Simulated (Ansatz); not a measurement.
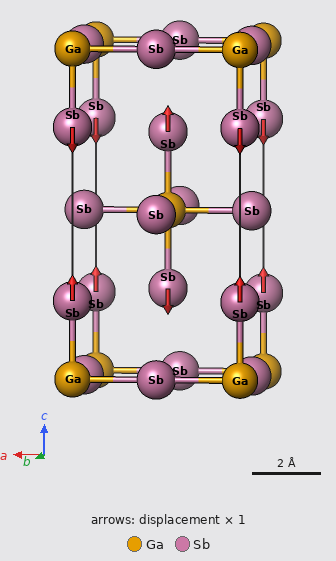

A relaxation of a crystal of GaSb4 (a generated structure, set up in I4/mmm) (coarse preliminary run). The starting structure is drawn; red arrows show the displacements (the part carried along by the change of the cell is left out), at their true length.

The picture is a ball-and-stick view of the conventional cell (2 times the calculation's cell), seen from a free direction. Lengths and directions refer to the drawn axes.

Method: DFT PBE, scalar-relativistic, plane waves, PAW (Ansatz 0.2.0). (plane-wave cutoff 420 eV; k-point mesh 6 × 6 × 6; occupations gaussian; smearing width 0.1 eV; no spin polarisation; cell and atoms relaxed; force threshold 0.04 eV/Å; at most 70 steps)

> Which element moves most?

Antimony: up to 0.79 Å, against 0.00 Å for gallium.

> Describe the change and its energy.

The energy falls by 788 meV per atom in 6 accepted moves (7 points after the start). The largest force component goes from 4.6 to 0.017 eV/Å. Pressure: 19.69 GPa at the start and 0.21 GPa at the end. At 1 point the geometry stayed and the basis and grid were re-selected for the new cell (energy shift of 2.6 meV per atom at most each time). The largest moves relative to the cell, 0.79 Å, are those of Sb atoms. Ga stays in place. The volume changes by +14.0 %, with a = b 4.987 → 5.542 Å (+11.1 %), c 9.765 → 9.015 Å (−7.7 %). Among the contacts that change: Sb–Sb 5.136 → 3.153 Å, Ga–Sb 2.314 → 2.931 Å, Sb–Sb 3.580 → 3.188 Å, Ga–Sb 2.494 → 2.771 Å. The space group stays I4/mmm (No. 139). Cost: 3 min on 1 thread of Intel(R) Xeon(R) Processor @ 2.50GHz (Skylake/Cascade Lake) (shared host), peak memory 0.51 GiB.
